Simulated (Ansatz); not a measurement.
```csv
atom,x (Å),y (Å),z (Å)
H,-0.1101,-1.2194,0.7022
Sn,0.9902,1.6213,-0.9210
C,-0.7963,-2.0425,0.9110
N,-1.5373,-2.9189,1.1270
H,-0.2975,1.1762,-2.0045
H,1.2055,0.3241,0.2337
H,0.5457,3.0592,-0.0483
```

Core potentials replace the inner electrons of Sn.

Computed with UKS PBE-D4/def2-SVP (Ansatz 0.2.0).

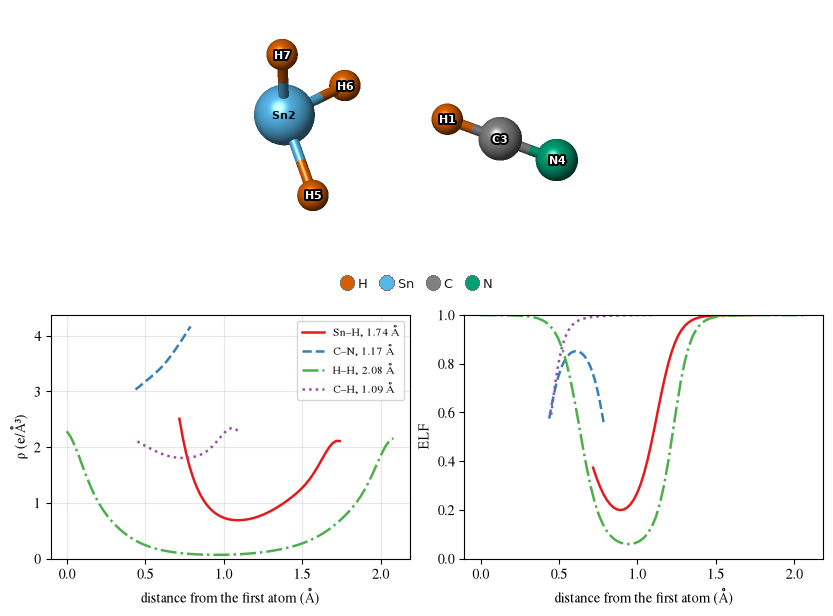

HCN···H3Sn (doublet). Electron density and ELF along straight lines between neighbouring atoms. The curves leave out the atomic cores. The structure is drawn too.

Q: What can be read from the curves?

A: Sn–H (1.74 Å): the density is about 1.1 e/Å³ at the midpoint; the ELF climbs to about 1 towards the hydrogen.
C–N (1.17 Å): ρ at the midpoint is about 3.4 e/Å³; the ELF peaks at about 0.85 between the atoms; a multiple bond.
H1···H6 (2.08 Å): the density falls to about 0.07 e/Å³ on the way; the ELF dips to about 0.05 between them (a weak contact between the two molecules).
C–H (1.09 Å): ρ is about 2 e/Å³ halfway; the ELF climbs to about 1 towards the hydrogen (an ordinary covalent bond to hydrogen).
